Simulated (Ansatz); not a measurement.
Consider CH₄KN.

```yaml
atoms:
  - { symbol: C, position_ang: [-0.6149, -3.2869, -0.6429] }
  - { symbol: K, position_ang: [-0.7168, -3.0746, -3.2110] }
  - { symbol: N, position_ang: [-0.4506, -1.8031, -0.9172] }
  - { symbol: H, position_ang: [-1.6887, -3.4324, -0.4302] }
  - { symbol: H, position_ang: [-0.0848, -3.5836, 0.2755] }
  - { symbol: H, position_ang: [-0.8703, -1.2100, -0.1911] }
  - { symbol: H, position_ang: [0.5457, -1.5856, -0.8727] }
```

Geometry: B3LYP/6-31G*.

All numbers below come from isolated molecule in a Gaussian basis; Kohn-Sham density functional theory, functional PBE0 in Ansatz 0.2.0.

Q: Predict the electron density and electron localisation function between the atoms.

A: C–N (1.52 Å): the density is about 1.6 e/Å³ at the midpoint; the ELF peaks at about 0.90 between the atoms; a shared electron pair.
C–K (2.58 Å): ρ is about 0.21 e/Å³ halfway; the ELF peaks at about 0.85 in the valence shell of C, 0.7 Å from its nucleus, and is about 0.10 at the midpoint.
K–N (2.64 Å): the density is about 0.16 e/Å³ at the midpoint; the ELF is about 0.05 at the midpoint.

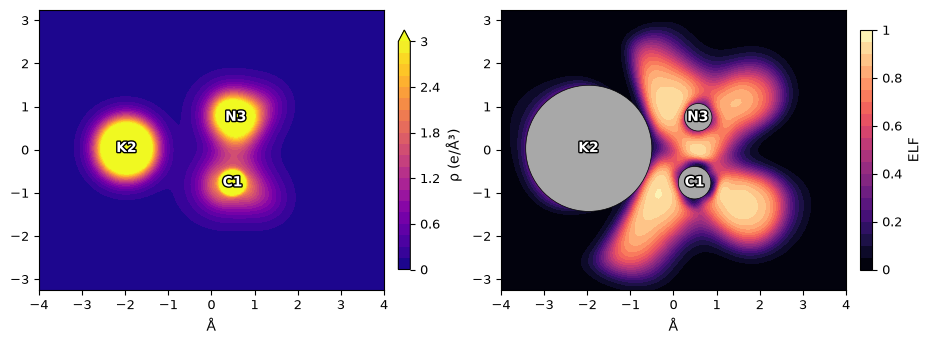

Computed electron density and electron localisation function on the plane of atoms C1, K2 and N3, in this order. Grey discs cover the atomic cores in the ELF map. 
